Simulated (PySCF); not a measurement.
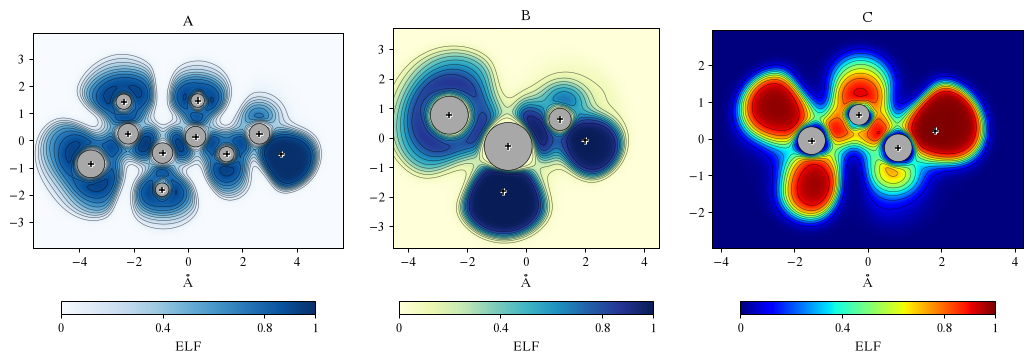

The ELF of 3 systems, each on a plane through atoms (crosses mark nuclei in the plane; grey discs cover the cores).

Level of theory: PBE0/def2-SVPD, SCF density, gas phase in PySCF.

System 1: C₄H₃ClF₂O₂ (SMILES CO/C(F)=C(\F)C(=O)Cl), the plane of atoms O2, C1 and H10. Geometry: GFN2-xTB.

| atom | x (Å) | y (Å) | z (Å) |
| --- | --- | --- | --- |
| C | -2.3087 | 0.0467 | -0.3987 |
| O | -1.1782 | 0.2049 | 0.4521 |
| C | 0.0156 | -0.0132 | -0.0457 |
| F | 0.0619 | -0.3700 | -1.3257 |
| C | 1.1654 | 0.1053 | 0.6650 |
| F | 1.0524 | 0.4701 | 1.9585 |
| C | 2.4903 | -0.1339 | 0.1226 |
| O | 2.7611 | -0.4585 | -0.9918 |
| Cl | 3.7471 | 0.1130 | 1.3298 |
| H | -3.1704 | 0.2749 | 0.2232 |
| H | -2.2604 | 0.7375 | -1.2431 |
| H | -2.3749 | -0.9774 | -0.7721 |

System 2: C₂H₆O (dimethyl ether), the plane of atoms C1, O2 and C3. Geometry: GFN2-xTB, MD frame at 250 fs, 300 K.

```xyz
9

C     1.0067   -0.3747    0.7221
O     0.2504   -0.2036   -0.5309
C    -1.0985   -0.5104   -0.3563
H     0.5829   -1.0752    1.4314
H     0.9101    0.5621    1.3320
H     2.0860   -0.5715    0.4666
H    -1.2218   -1.5914   -0.1199
H    -1.7599   -0.2335   -1.2270
H    -1.5670    0.1596    0.4377
```

System 3: CH₄AlBr (SMILES [CH3][AlH][Br]), the plane of atoms C1, Al2 and Br3. Geometry: GFN2-xTB.

```xyz
7

C    -0.9629   -0.1469   -0.0926
Al    0.9549    0.3163    0.0490
Br    2.5920   -1.1507    0.5616
H    -1.5761    0.7257   -0.3414
H    -1.3637   -0.5639    0.8404
H    -1.1556   -0.9025   -0.8649
H     1.5149    1.7270   -0.1792
```

> Match each panel to its system.

Panel A is system 1, C₄H₃ClF₂O₂: the plane holds C, O, F, Cl and H. C–O (1.19 Å): the ELF peaks at about 0.85 between the atoms (a short, multiple covalent bond). Panel B is system 3, CH₄AlBr: the plane holds C, Al, Br and H. C–Al (1.98 Å): the ELF peaks at about 0.95 between the atoms: a shared but strongly polarised pair. Panel C is system 2, C₂H₆O: the plane holds C, O and H. C–O (1.39 Å): the ELF peaks at about 0.90 between the atoms; a polar covalent bond.
